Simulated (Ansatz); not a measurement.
The calculation's input:

```
crystal:
  periodic: [false, false, false]
  atoms:
    - { symbol: C, position_ang: [-1.0322, -0.5429, 1.3357] }
    - { symbol: Si, position_ang: [0.3098, 0.1624, 0.3168] }
    - { symbol: C, position_ang: [1.1785, -1.1366, -0.6403] }
    - { symbol: "N", position_ang: [-0.3103, 1.2432, -0.8564] }
    - { symbol: C, position_ang: [-0.6203, 2.2004, -1.4701] }
    - { symbol: O, position_ang: [-0.8612, 3.2034, -2.0559] }
    - { symbol: H, position_ang: [-0.6927, -1.1866, 2.0961] }
    - { symbol: H, position_ang: [-1.7605, -1.0243, 0.6955] }
    - { symbol: H, position_ang: [-1.6188, 0.323, 1.8736] }
    - { symbol: H, position_ang: [1.2512, 0.9469, 1.1843] }
    - { symbol: H, position_ang: [1.9892, -0.7053, -1.2297] }
    - { symbol: H, position_ang: [1.7022, -1.8518, 0.0646] }
    - { symbol: H, position_ang: [0.4855, -1.6666, -1.2994] }
basis:
  gaussian:
    orbitals: cc-pVDZ
hamiltonian:
  xc: r2scan
output:
  orbitals: {}
```

Run with:

```sh
python energy.py
```

Computed with Ansatz, SCF r2SCAN, Gaussian basis.

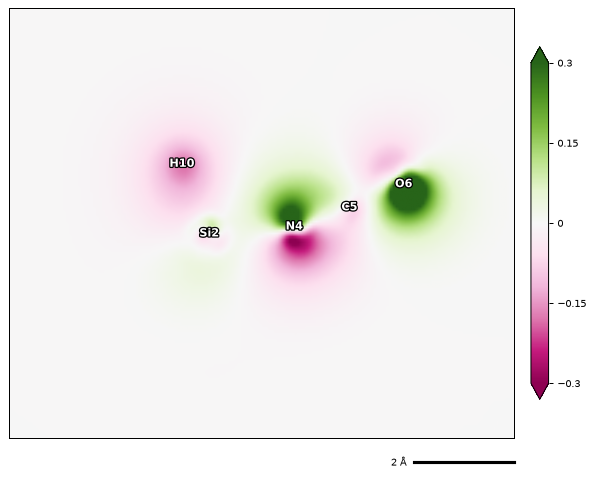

C$_{3}$H$_{7}$NOSi (SMILES C[SiH](C)N=C=O). The HOMO on the plane of atoms N4, Si2 and H10 (values in Å⁻³ᐟ²; the overall sign is arbitrary).

### What is the character of this orbital?

By Hirshfeld shares it lies mainly on N4 (about 30 %), O6 (about 30 %), C3 (about 10 %), C5 (about 10 %) and Si2 (about 10 %). Its energy is −7.04 eV.
